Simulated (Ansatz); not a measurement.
System: CClFSi (SMILES F/[Si-]=[C]\Cl) (charge −1, doublet).

```xyz
4

C     0.5109   -0.2401   -0.9072
Cl    0.0609    0.0733   -2.6082
F     1.0959   -1.2769    1.6192
Si    0.5593   -1.7541    0.0233
```

Geometry: BLYP-D3(BJ)/def2-SVPD.

Method: Ansatz 0.2.0, isolated molecule in a Gaussian basis; Kohn-Sham density functional theory, functional PBE0.

### What can the converged electron density, electron localisation function and spin density tell about the bonding?

Si–F (1.75 Å): ρ at the midpoint is about 0.83 e/Å³; the ELF peaks at about 0.80 in the valence shell of F, 0.5 Å from its nucleus, and is about 0.55 at the midpoint.
C–Si (1.78 Å): the density is about 0.97 e/Å³ at the midpoint; the ELF peaks at about 0.90 between the atoms (a covalent bond).
C–Cl (1.79 Å): the density is about 1.3 e/Å³ at the midpoint; the ELF peaks at about 0.85 between the atoms (a shared electron pair).
The unpaired spin (1 electron) lies mostly on C1 (about 0.7), Cl2 (about 0.1) and Si4 (about 0.1), in electrons by Hirshfeld's partition.

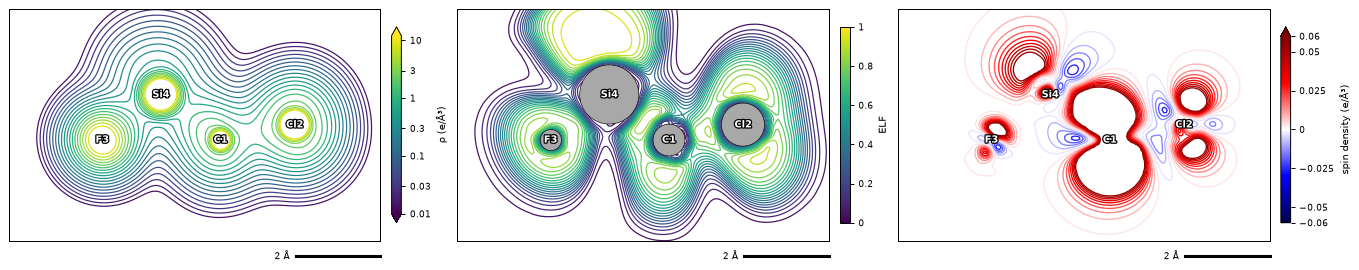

Computed electron density, electron localisation function and spin density on the molecular plane, in this order. Grey discs cover the atomic cores in the ELF map. 
